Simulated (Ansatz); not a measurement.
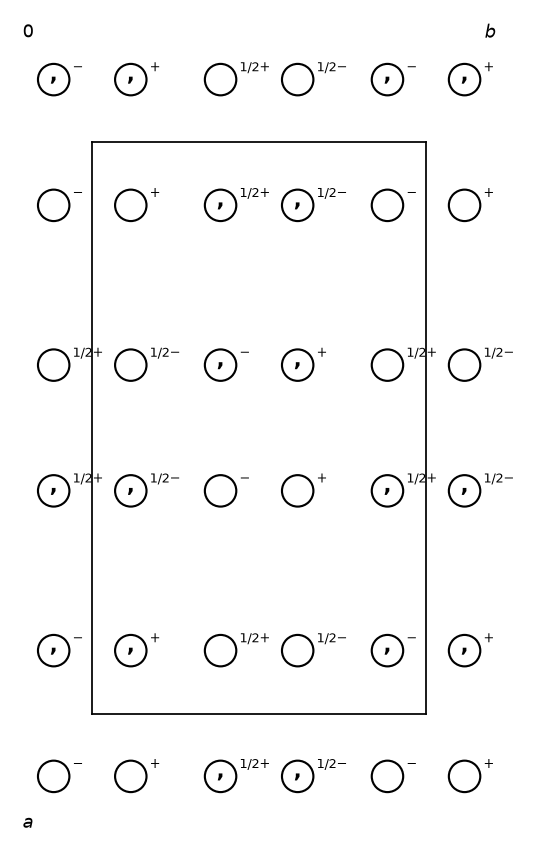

General positions of a space group, projected down c, computed from the operations of a computed or model structure of composition I.

A circle is a general position, a comma marks the mirror image, + and − with a fraction give the height (along the projection axis: ½+ is ½ plus the coordinate, − is its negative), and a split circle stands for two positions above each other.

Q: Identify the space group.

A: No. 64, Cmce; C-centred orthorhombic, point group mmm, 16 general positions a cell.

Q: Write the general positions (in any order).

A: For each centring vector (0, 0, 0), (1/2, 1/2, 0):
x, y, z
−x, −y, −z
−x+1/2, −y, z+1/2
x+1/2, y, −z+1/2
x, −y, −z
−x, y, z
−x+1/2, y, −z+1/2
x+1/2, −y, z+1/2
